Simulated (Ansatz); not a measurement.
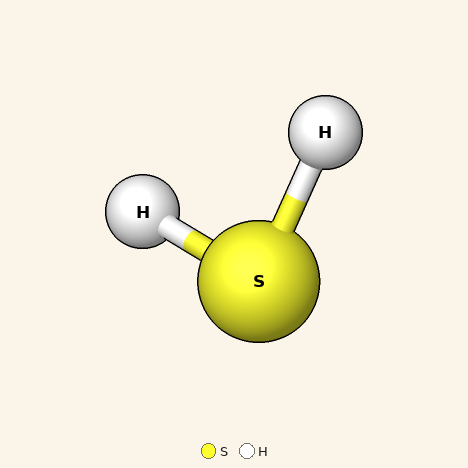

A ball-and-stick model of a molecule.

The geometry was computed by an optimisation with PBE0-D4/def2-TZVP. No frequency run is at hand to confirm it as a minimum.

**Which formula does it have?**

H₂S, 3 atoms: 2 hydrogen and 1 sulfur.

**What is the point group of this geometry?**

C2v.

**How many bonds of each kind are drawn?**

2 S–H. Sticks follow a distance rule.

More results for the same structure follow; atom numbers are the same in all pictures, views and colours differ.

Geometry

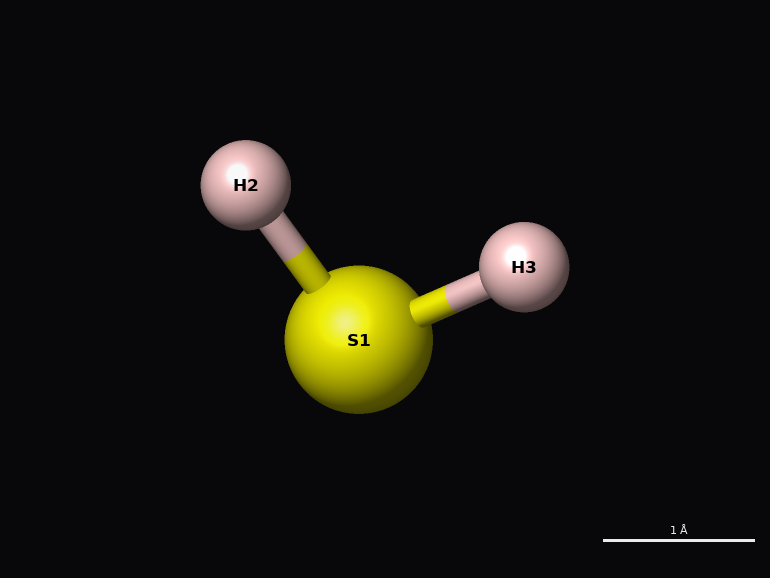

Numbered structure. No frequency run is at hand to confirm it as a minimum.

What are the angles H2–S1–H3?

| angle | degrees |
| --- | --- |
| H2–S1–H3 | 92.3 |

Dipole moment

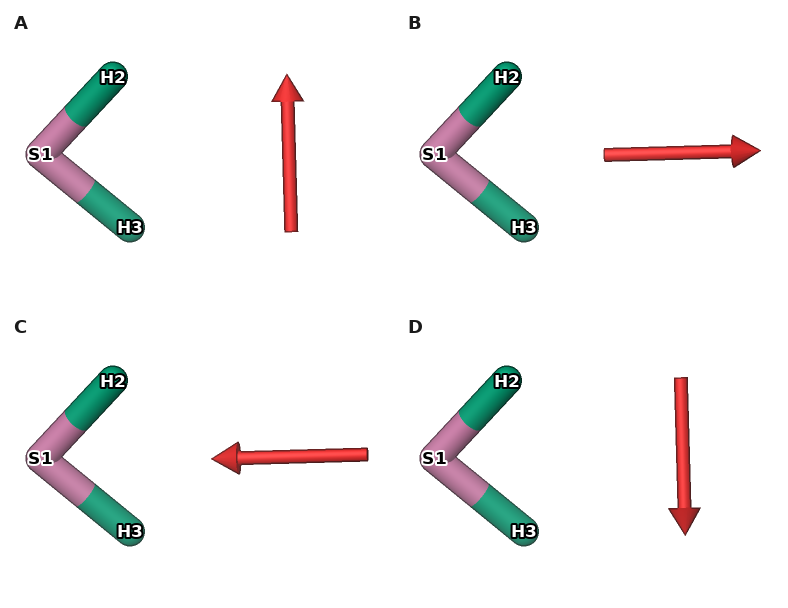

The same molecule four times, each with an arrow. No frequency run is at hand to confirm it as a minimum. Method: RKS PBE0-D4/def2-TZVP (Ansatz 0.2.0).

**Which arrow points along the dipole moment, from the negative to the positive end?**

B. The dipole moment is 1.16 D; it points from the side of S1 to the side of H2, H3 (the outermost atoms at the two ends).

Charges

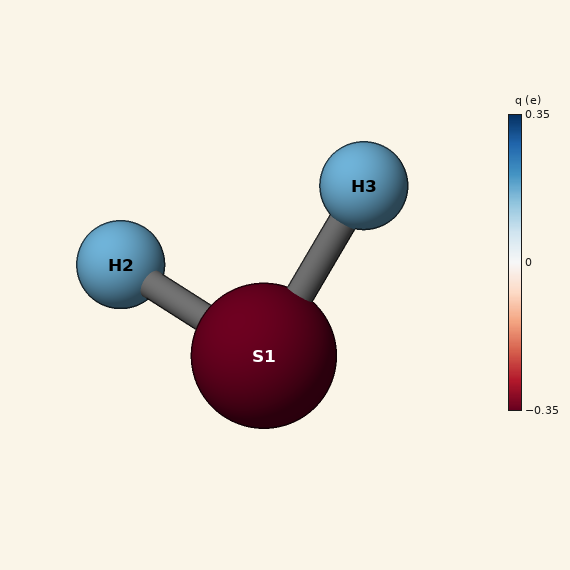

Atoms are coloured by their Mulliken charges. No frequency run is at hand to confirm it as a minimum. Method: RKS PBE0-D4/def2-TZVP (Ansatz 0.2.0).

Give the Mulliken charges atom by atom.

| atom | value (e) |
| --- | --- |
| S1 | −0.35 |
| H2 | 0.17 |
| H3 | 0.17 |

Electronic properties

No frequency run is at hand to confirm it as a minimum. Method: RKS PBE0-D4/def2-TZVPPD (Ansatz 0.2.0).

Computed properties:

- HOMO energy (Kohn–Sham orbital): −7.56 eV
- LUMO energy (Kohn–Sham orbital): 0.03 eV
- HOMO–LUMO gap: 7.59 eV

Mulliken values depend strongly on the basis set and can even reverse the polarity of a bond.
